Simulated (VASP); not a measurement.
Band structure of ScAgSe₂ (space group P-3m1). All values below come from LDA (Ceperley-Alder, Perdew-Zunger), VASP's LDA PAW potentials (set 64) (plane waves; VASP).

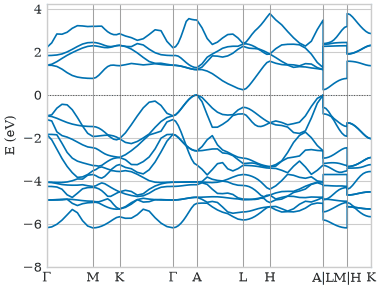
Fig. 1. Bands along high-symmetry lines, zero at the valence-band maximum or, without a gap, the Fermi level

Q: Read the plot: is there a gap, and where are the band edges?

A: The gap is indirect, 0.24 eV, from the valence maximum at A to the conduction minimum at L. (Edges off the drawn lines would not show.)

The structure comes from a computed database's ScAgSe2 entry (P-3m1); how it stands against other phases isn't given here. It was relaxed first, which changed the volume by -8 %.
